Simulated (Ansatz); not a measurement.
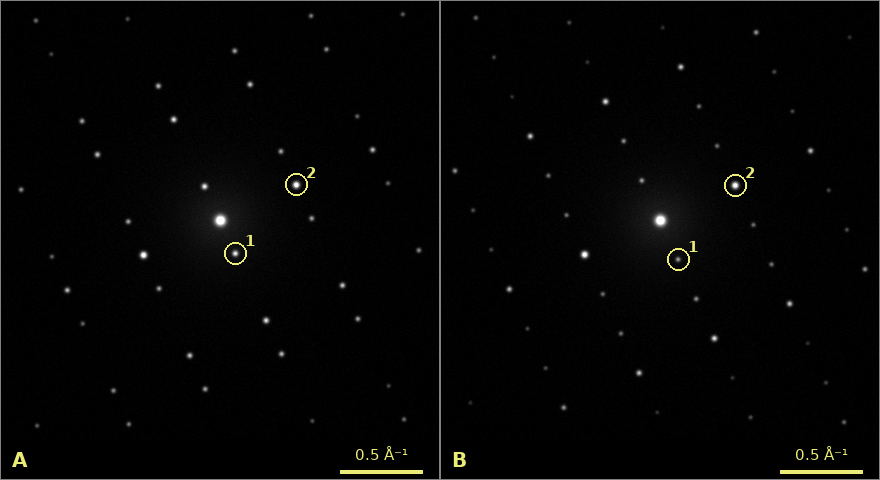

Kinematic electron diffraction patterns (300 kV, B = 0.5 Å², same scale) along [1-10] of the run's own cell, for the start and the end of one relaxation of CuAs3 with Ansatz, DFT PBE, scalar-relativistic, plane waves, PAW. k mesh 6×6×10. The start is a generated model structure, and the relaxation ends in the nearest stationary point of its symmetry, not necessarily the ground state. Spot 1 is -1 -1 0 and spot 2 is 0 0 -2 in both.

Start structure:

```
Cu As
1.0
     7.50412    0.00000    0.00000
    -3.75206    6.49876    0.00000
     0.00000    0.00000    3.93324
Cu As
2 6
Direct
  0.33333 0.66667 0.25000
  0.66667 0.33333 0.75000
  0.78070 0.56139 0.25000
  0.21930 0.78070 0.75000
  0.43861 0.21930 0.25000
  0.21930 0.43861 0.75000
  0.78070 0.21930 0.25000
  0.56139 0.78070 0.75000
```

Which pattern belongs to the start structure, and which to the relaxed one?

Answer. B is the start: its cell gives d(1) = 3.752 Å, d(2) = 1.967 Å and an angle of 90.0°. A is the relaxed structure, with d(1) = 4.421 Å (+17.8 %), d(2) = 1.940 Å (-1.4 %) and 90.0°.

Name reflections whose intensity changes strongly on relaxation.

Answer. 2 2 0, 2 2 -2 fade out of sight; 4 4 0 goes from 0.37 to 17 % of the strongest spot; 4 4 -2 goes from 0.26 to 11 % of the strongest spot; 1 1 0 goes from 8.6 to 39 % of the strongest spot.

What did the relaxation do to the structure and the energy?

Answer. The volume changed by +36.9 % to 32.83 Å³ an atom; with the mean shift removed, the atoms moved by up to 0.28 Å relative to the cell (As most); the space group stayed P6_3/mmc (No. 194); the free energy fell by 26 meV an atom. Relaxed cell: a = 8.841 Å, b = 8.841 Å, c = 3.880 Å, α = 90.00°, β = 90.00°, γ = 120.00°.
